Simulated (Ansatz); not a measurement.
Ge2As3

Input

```
crystal:
  lattice:
    - [5.0349856722, 0.0, 0.0]
    - [0.0, 5.1187498043, 0.0]
    - [0.0, 0.0, 5.5564766468]
  atoms:
    - { symbol: Ge, position: [0.5, 0.5, 0.5] }
    - { symbol: Ge, position: [0.5, 0.0, 0.5] }
    - { symbol: As, position: [0.0, 0.0, 0.5] }
    - { symbol: As, position: [0.5, 0.0, 0.0] }
    - { symbol: As, position: [0.0, 0.0, 0.0] }
basis:
  ecutwfc: 420
kpoints:
  mp_grid: { grid: [8, 8, 8] }
hamiltonian:
  xc: pbe
scf:
  occupations: { method: gaussian, width: 0.1 }
output:
  forces: true
  stress: true
  eigenvalues: true
  write_density: true
  write_potential: true
  elf: true
  volumetric_format: npy
relax:
  adjacent_minimum: "off"
  f_tol: 0.01
  max_steps: 80
  cell: { stress_tol: 0.05 }
```

Run with:

```sh
ansatz run input.yaml --threads 1 --pin off --max-ram 2560MiB --backend cpu --events-out ev --progress --plain --runs-dir out
```

Below, planes, directions and counts refer to the conventional cell (a = 5.25 Å, b = 5.26 Å, c = 5.03 Å, α = 90.00°, β = 90.00°, γ = 90.00°).

The fields are those of the run's last geometry, not of the input's.

Space group P4/mmm; a structure generated by program, which may or may not match a known phase; computed without spin polarisation.

All numbers below come from Ansatz, DFT PBE, scalar-relativistic, plane waves, PAW.

What can the converged valence pseudo-density and electron localisation function tell about the bonding?

Ge–As (2.62 Å): the density is about 0.4 e/Å³ at the midpoint, with its minimum of 0.35 e/Å³ about 1.1 Å from Ge; the ELF is about 0.60 at the midpoint and 0.45 at its lowest between the atoms.
As–As (2.62 Å): ρ at the midpoint is about 0.39 e/Å³; the ELF peaks at about 0.65 between the atoms.

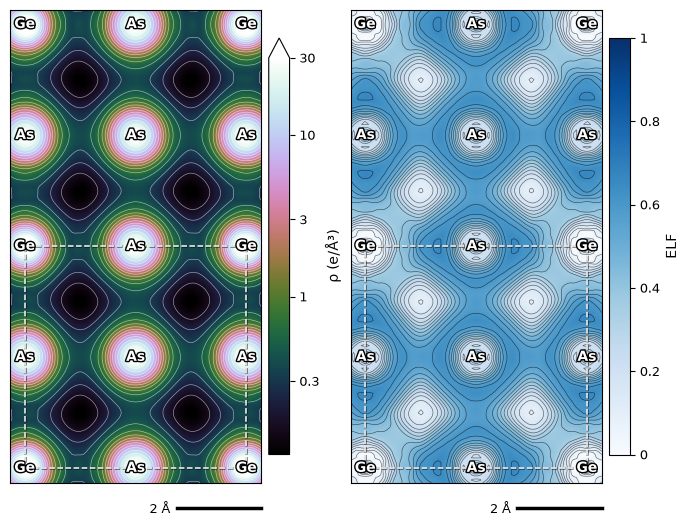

Computed valence pseudo-density and electron localisation function on the (001) plane of the conventional cell, in this order. 

In a PAW calculation such maps are meaningful between the atoms, not at the nuclei.
